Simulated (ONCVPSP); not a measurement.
```
Element                 : tellurium
Generator               : ONCVPSP 4.0.1
Type                    : optimised norm-conserving Vanderbilt (ONCV)
Functional              : PBE
Relativity              : scalar-relativistic
Frozen core             : [Kr]
Valence charge          : 16
Reference configuration : 4d10 5s2 5p4
Partial waves           : 5s: rc 1.85 bohr, ncon 3, nbas 7, qcut 3 1/bohr, 3 projectors, debl 1.2 Ha; 5p: rc 1.85 bohr, ncon 4, nbas 7, qcut 4.6 1/bohr, 3 projectors, debl 3.2 Ha; 4d: rc 1.35 bohr, ncon 5, nbas 9, qcut 13 1/bohr, 1 projector
Local potential         : polynomial inside 0.90 bohr (lpopt 5, dvloc0 4 Ha)
Core correction         : Teter function, parameters optimised by the program
```

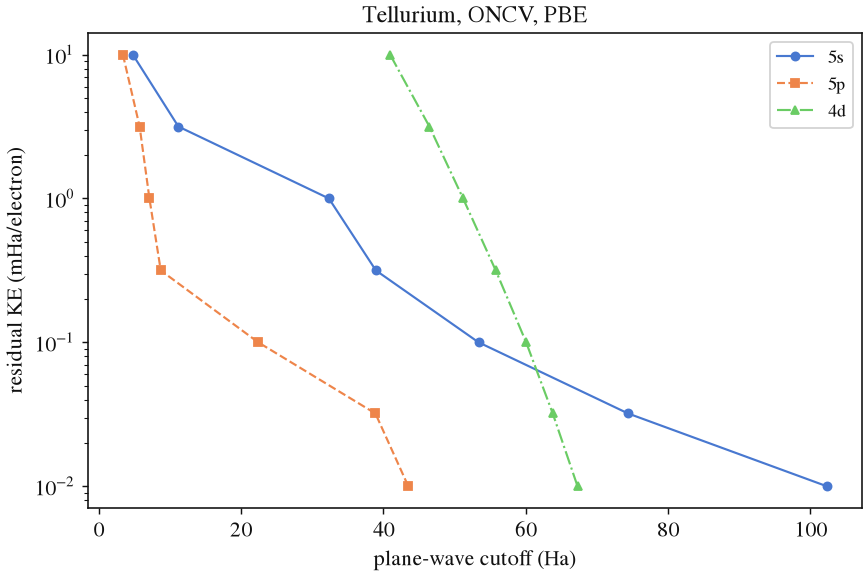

Residual kinetic energy of the pseudo-waves (the first of each channel, and further valence shells) beyond the plane-wave cutoff, as the generator prints it.

Which wave is the hardest at 1 mHa per electron, and which settings govern it?

4d, with rc = 1.35 bohr and qcut = 13 1/bohr. The optimisation minimises, but can't always remove, the kinetic energy above qcut²/2 = 84.5 Ha, and a larger rc would as a rule soften the wave at some cost in transferability.

Which cutoffs does the potential need for its occupied states?

51 Ha for 1 mHa and 60 Ha for 0.1 mHa per electron. The first is set by 4d.

Read the cutoffs for an error of 1 mHa per electron.

4d: 51 Ha; 5s: 32 Ha; 5p: 7.1 Ha.

The potential isn't sound: its ghost test gives GHOST(-) flagged for s at -93.8 eV, p at -241.0 eV; GHOST(+) flagged for p at -3.7 eV (flags above 300 eV left out).
